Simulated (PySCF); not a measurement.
# NMR shielding calculation, with input and output: C₅H₁₃N

- system: C₅H₁₃N (n-methyl-tert-butylamine)
- method: GIAO KT3/pcSseg-1 NMR shielding, non-relativistic, IEF-PCM benzene (PySCF 2.14.0)

The geometry comes from this level: GFN2-xTB, MD frame at 4975.5 fs, 300 K. Figures and captions count atoms from 1; the log counts them from 0 in places.

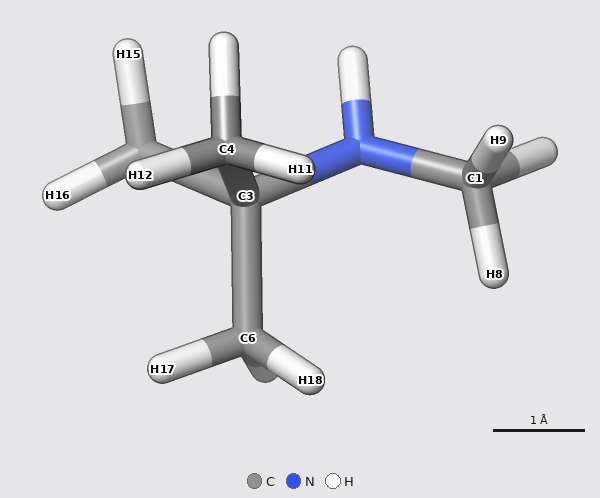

The input geometry (stick view, seen at a tilt; atoms are numbered from 1 in the order of the input).

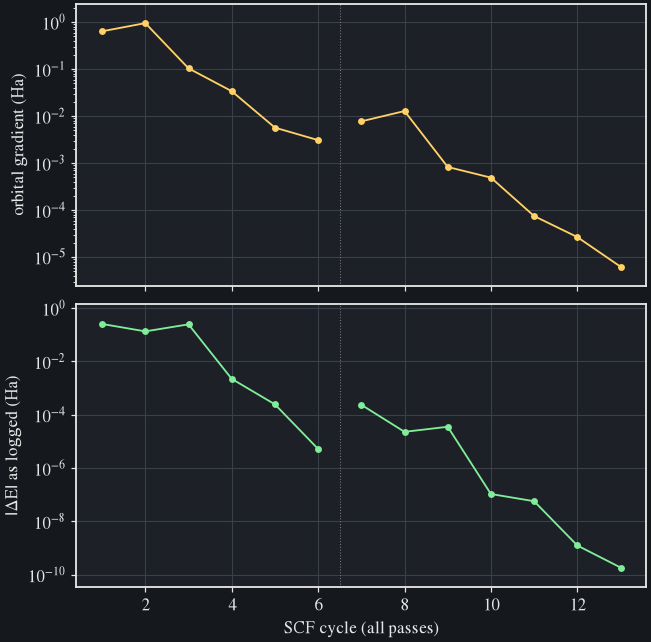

Convergence of the self-consistent field: orbital gradient and size of the energy change against the SCF cycle. The dotted line marks the change from a coarse to the final integration grid. The first 6 cycles use a coarse grid, the final grid takes over at cycle 7, and the field converges after 13 cycles in all.

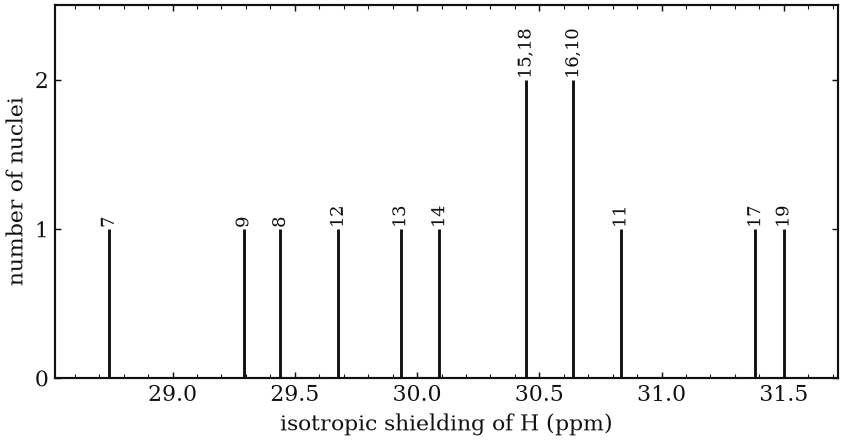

Isotropic shieldings of the hydrogen nuclei in this fixed geometry, labelled by atom number; shielding grows to the right, so chemical shift grows to the left. The least shielded is H7 (28.7 ppm), the most shielded H19 (31.5 ppm).

The input that produced these results follows, with the program's output.

Input
```
{"job": {"kind": "nmr", "xc": "KT3", "basis": "pcSseg-1", "pop": false, "solvent": "benzene"}, "charge": 0, "multiplicity": 1}
C      0.925576     3.426120    -0.904070
N      0.118770     4.365939    -0.199195
C     -1.365886     4.272219    -0.176031
C     -1.794773     3.029188     0.537455
C     -1.888771     5.505821     0.589133
C     -1.921627     4.333157    -1.646790
H      1.929887     3.867671    -0.980818
H      0.714623     3.375674    -1.957916
H      1.005455     2.429930    -0.499557
H      0.521014     4.707424     0.695133
H     -1.362022     2.200217     0.096265
H     -2.894491     2.909697     0.662885
H     -1.354296     3.158913     1.582375
H     -1.291625     6.351076     0.195485
H     -1.645376     5.475384     1.672431
H     -2.940234     5.694129     0.500183
H     -2.990231     4.316429    -1.583127
H     -1.715182     3.462855    -2.252046
H     -1.559528     5.204720    -2.125157
```

The first line tells a small driver script what to run in PySCF; the rest is the geometry in Å.

Launched with:
```bash
OMP_NUM_THREADS=1 python <driver script> task.json out
```

Log
```
coarse grid: 14552 points
cycle   1  E = -256.9784180713  dE =  2.557e-01  |g| = 6.381e-01  |ddm| = 3.602e+00
cycle   2  E = -256.8436063503  dE =  1.348e-01  |g| = 9.526e-01  |ddm| = 1.844e+00
cycle   3  E = -257.0908129245  dE = -2.472e-01  |g| = 1.041e-01  |ddm| = 1.255e+00
cycle   4  E = -257.0930397690  dE = -2.227e-03  |g| = 3.399e-02  |ddm| = 1.342e-01
cycle   5  E = -257.0932863421  dE = -2.466e-04  |g| = 5.708e-03  |ddm| = 3.485e-02
cycle   6  E = -257.0932915729  dE = -5.231e-06  |g| = 3.092e-03  |ddm| = 8.449e-03
final grid: 136872 points
cycle   7  E = -257.0821832536  dE = -2.377e-04  |g| = 7.764e-03  |ddm| = 5.667e-02
cycle   8  E = -257.0821603094  dE =  2.294e-05  |g| = 1.285e-02  |ddm| = 1.869e-02
cycle   9  E = -257.0821958724  dE = -3.556e-05  |g| = 8.310e-04  |ddm| = 1.220e-02
cycle  10  E = -257.0821959792  dE = -1.068e-07  |g| = 4.931e-04  |ddm| = 1.302e-03
cycle  11  E = -257.0821960364  dE = -5.721e-08  |g| = 7.512e-05  |ddm| = 5.013e-04
cycle  12  E = -257.0821960377  dE = -1.252e-09  |g| = 2.683e-05  |ddm| = 1.157e-04
cycle  13  E = -257.0821960379  dE = -1.866e-10  |g| = 6.300e-06  |ddm| = 3.430e-05
converged SCF energy = -257.0821960379

GIAO shielding tensors (ppm)
atom      isotropic    diamagn.    paramagn.     s11        s22        s33       span
  0 C      157.093     247.070     -89.976    133.212    145.172    192.896     59.684
  1 N      194.073     313.127    -119.054    141.960    182.789    257.470    115.510
  2 C      127.261     242.044    -114.783    111.521    119.376    150.885     39.364
  3 C      154.554     249.832     -95.278    124.334    157.267    182.061     57.727
  4 C      148.822     242.942     -94.119    126.666    132.269    187.532     60.866
  5 C      160.973     244.957     -83.984    141.497    149.790    191.634     50.137
  6 H       28.741      28.816      -0.075     23.783     26.626     35.812     12.029
  7 H       29.441      32.263      -2.822     25.029     27.999     35.296     10.267
  8 H       29.292      36.566      -7.274     23.784     26.910     37.181     13.397
  9 H       30.665      32.719      -2.054     21.837     31.205     38.952     17.115
 10 H       30.833      37.847      -7.013     26.994     29.788     35.717      8.723
 11 H       29.677      33.735      -4.057     25.992     27.394     35.646      9.654
 12 H       29.932      34.658      -4.726     27.023     27.783     34.992      7.969
 13 H       30.092      24.386       5.706     26.976     28.149     35.150      8.174
 14 H       30.429      27.977       2.452     27.539     28.293     35.456      7.917
 15 H       30.615      25.855       4.760     26.966     28.371     36.507      9.541
 16 H       31.384      29.493       1.891     27.794     29.335     37.023      9.229
 17 H       30.462      32.764      -2.303     26.797     29.110     35.478      8.680
 18 H       31.500      28.387       3.113     28.045     28.925     37.531      9.486
```

Results in brief

```tsv
quantity	value
outcome	converged
total energy	−257.082196 hartree
HOMO	−4.60 eV
LUMO	0.48 eV
dipole moment	0.49 D
isotropic shielding, C	127.3 to 161.0 ppm
isotropic shielding, N	194.1 ppm
isotropic shielding, H	28.7 to 31.5 ppm
hardware	1 CPU thread, shared host
wall time	17 s
peak memory	0.69 GiB
```
